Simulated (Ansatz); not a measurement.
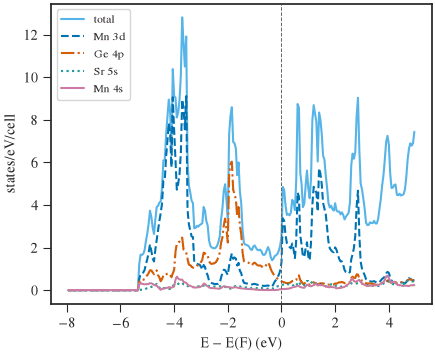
Fig. 1. Total and projected density of states of SrMnGe in space group P4/nmm (No. 129; Mn on 2a, Sr on 2c, Ge on 2c), plane-wave PAW r²SCAN (Ansatz code)

Which orbitals carry the states next to the Fermi level?

Within 0.5 eV of the Fermi level: Mn 3d 48 %, Ge 4p 20 %, Sr 5s 7 %, outside the projected shells 22 %. Projections are on Löwdin-orthogonalised atomic valence shells; empty p or d shells of many metals are not among them.

Where is the tallest occupied peak in this window, and what makes it?

Near -3.7 eV, about 13 states/eV per cell; the largest projected share is Mn 3d.

The workflow started from an entry of the Crystallography Open Database (COD). Whether it is the stable phase at ambient conditions was not checked. The r²SCAN relaxation kept the symmetry of its start; its stability against distortions is not shown here. The final state is ferromagnetic, the only order run, not a proven ground state. The program gave a warning on the electronic state, which may not be the lowest. Scalar-relativistic: spin–orbit coupling is off unless named, which matters more the heavier the elements.

Potentials: the later of the program's two PAW sets.
